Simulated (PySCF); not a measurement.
Molecule: C₅H₁₀Si₂, SMILES CC#CC1[SiH2]C[SiH2]1.

```xyz
17

C      3.5462     0.4558     0.0239
C      2.1696     0.0357    -0.1521
C      1.0339    -0.3221    -0.3053
C     -0.3354    -0.7131    -0.4631
Si    -1.5532     0.6372    -1.1273
C     -2.6590     0.2624     0.3941
Si    -1.3691    -0.9338     1.1588
H      3.5985     1.2800     0.7363
H      3.9643     0.7880    -0.9272
H      4.1489    -0.3716     0.4009
H     -0.3639    -1.6146    -1.0810
H     -2.1478     0.3251    -2.4305
H     -0.9861     1.9849    -1.1385
H     -3.6050    -0.2119     0.1448
H     -2.9015     1.1267     1.0065
H     -1.8412    -2.3015     1.3952
H     -0.7061    -0.4152     2.3546
```

GIAO shifts, PBE0/pcSseg-1, PySCF 2.14.0, at a GFN2-xTB geometry (no frequency check), against TMS for ¹³C and TMS for ²⁹Si computed at the same level. Gas phase, fully decoupled, line heights follow the number of nuclei, widths are arbitrary (no quadrupolar broadening); values of one conformer, averaged over methyl-type rotors and exact or near symmetry; other conformers aren't averaged in.

**Predict the ¹³C spectrum.**

5 signals.


| δ (ppm) | nuclei | atoms |
| --- | --- | --- |
| 84.7 | 1 | C3 |
| 80.6 | 1 | C2 |
| 6.6 | 1 | C4 |
| 5.4 | 1 | C1 |
| −7.8 | 1 | C6 |

The order of signals that lie close, as those under 2 ppm apart, is within the error of the method.

**Which ²⁹Si signals does it give?**

1 signal.


| δ (ppm) | nuclei | atoms |
| --- | --- | --- |
| −23.6 | 2 | Si5, Si7 |

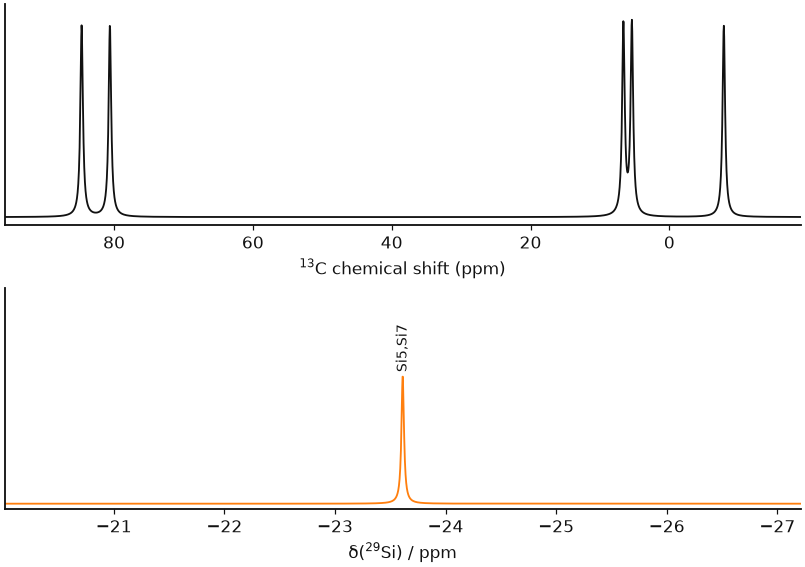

Caveats: the tight-binding geometry is rougher than a DFT one and adds to the error.
